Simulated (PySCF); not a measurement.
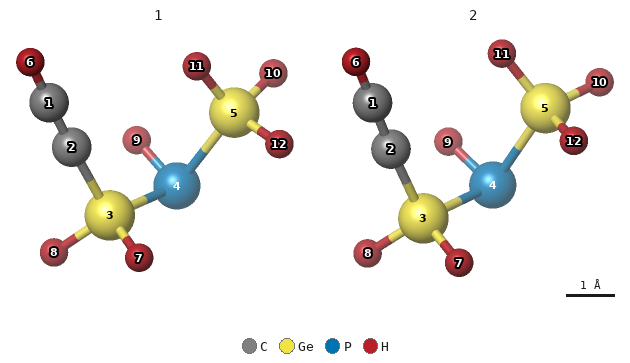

Two geometries of C$_{2}$H$_{7}$Ge$_{2}$P, drawn at one scale. One is the start of a relaxation, the other its converged end. A ball-and-stick model, seen at a tilt.

Theory: PBE0-D3(BJ)/def2-SVP geometry optimisation, gas phase in PySCF. 

> Which one is relaxed?

Structure 2 is the relaxed one. The start comes from GFN2-xTB. Its atoms were then displaced at random by about 0.01 Å. The atom that moves furthest after the best rigid fit is H12 (0.55 Å). By element the largest moves are H 0.55 Å, C 0.20 Å, Ge 0.12 Å, P 0.04 Å. Some distances before and after: Ge5–H12 1.479 → 1.538 Å, Ge3–P4 2.269 → 2.324 Å, Ge3–H7 1.493 → 1.536 Å, Ge5–H11 1.498 → 1.536 Å. Bond angles that change, for instance: P4–Ge3–H7 114.0° → 108.7°, C2–Ge3–H8 105.0° → 108.7°, H10–Ge5–H11 106.1° → 109.7°. After 11 geometry steps the energy has fallen by 0.209 eV. Cost: 2.6 min on 1 thread of Arm Neoverse V1 (shared host).
